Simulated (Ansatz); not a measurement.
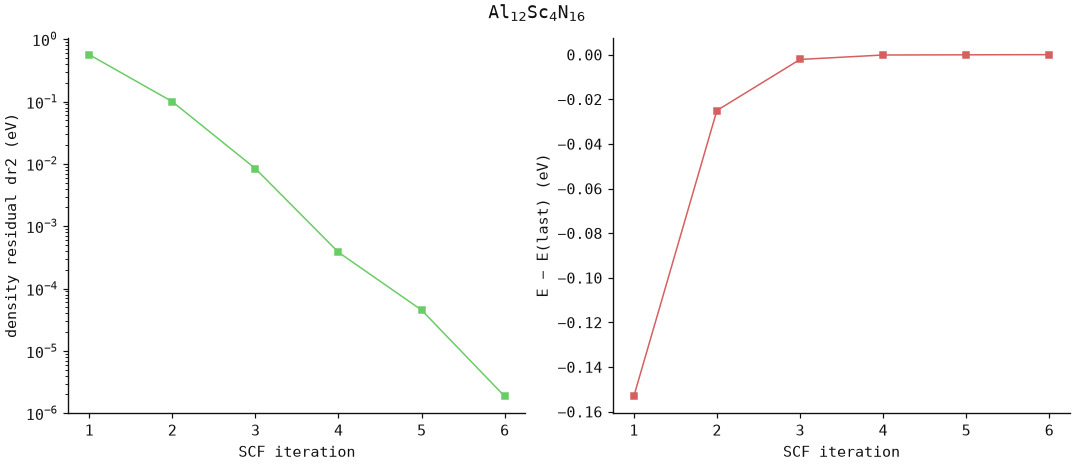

The plot shows the SCF iterations of a calculation: density residual dr2, Harris–Foulkes energy less its last value. The starting density is a sum of atomic densities corrected by a trained network.

Al₁₂Sc₄N₁₆ (32 atoms in the cell), run with Ansatz.

```
crystal:
  lattice:
    - [6.516519, 0.000000, 0.000000]
    - [0.000000, 11.286941, 0.000000]
    - [0.000000, 0.000000, 4.850953]
  atoms:
    - { symbol: Al, position: [0.239725, 0.083532, 0.483674] }
    - { symbol: Al, position: [0.770080, 0.090864, 0.473293] }
    - { symbol: Al, position: [0.000042, 0.852423, 0.491966] }
    - { symbol: Al, position: [0.764198, 0.561713, 0.498303] }
    - { symbol: Al, position: [0.473379, 0.812110, 0.470163] }
    - { symbol: Al, position: [0.479471, 0.163681, 0.983021] }
    - { symbol: Al, position: [0.231193, 0.407143, 0.966616] }
    - { symbol: Al, position: [0.001238, 0.657418, 0.965646] }
    - { symbol: Al, position: [0.770285, 0.428642, 0.995724] }
    - { symbol: Al, position: [0.518498, 0.675847, 0.974241] }
    - { symbol: Al, position: [0.223695, 0.918798, 0.988506] }
    - { symbol: Al, position: [0.782326, 0.936798, 0.983020] }
    - { symbol: Sc, position: [0.001927, 0.335006, 0.461374] }
    - { symbol: Sc, position: [0.486433, 0.313184, 0.445643] }
    - { symbol: Sc, position: [0.236457, 0.565270, 0.468357] }
    - { symbol: Sc, position: [0.981268, 0.149577, 0.942960] }
    - { symbol: N, position: [0.993569, 0.174220, 0.365949] }
    - { symbol: N, position: [0.490151, 0.166745, 0.410716] }
    - { symbol: N, position: [0.264208, 0.417640, 0.419143] }
    - { symbol: N, position: [0.003426, 0.669692, 0.425146] }
    - { symbol: N, position: [0.750153, 0.405466, 0.411907] }
    - { symbol: N, position: [0.515141, 0.661876, 0.383171] }
    - { symbol: N, position: [0.215167, 0.917180, 0.388308] }
    - { symbol: N, position: [0.771328, 0.906053, 0.418438] }
    - { symbol: N, position: [0.253909, 0.092682, 0.906178] }
    - { symbol: N, position: [0.000986, 0.337969, 0.885611] }
    - { symbol: N, position: [0.772887, 0.082807, 0.915778] }
    - { symbol: N, position: [0.507833, 0.337587, 0.933293] }
    - { symbol: N, position: [0.217074, 0.585297, 0.885454] }
    - { symbol: N, position: [0.003631, 0.814957, 0.879961] }
    - { symbol: N, position: [0.749375, 0.596063, 0.850243] }
    - { symbol: N, position: [0.479426, 0.836259, 0.883669] }
kpoints:
  mp_grid: { grid: [2, 2, 2], shift: [0.5, 0.5, 0.5] }
basis: { xc_grid: 2 }
hamiltonian:
  xc: pbesol
scf:
  occupations: { method: fermi_dirac, width: 0.01 }
  max_iter: 6
output:
  forces: true
  eigenvalues: true
  stress: true
```

Launched with:
```bash
ansatz run in.yaml --threads 8 --pin off --max-ram 118750MiB --runs-dir r --events-out ev --progress --plain --backend cuda --devices 0,
```

**Was self-consistency reached?**

It did not converge: it stopped after 6 iterations. The residual is still falling at the last step (down to 1.9 × 10⁻⁶).
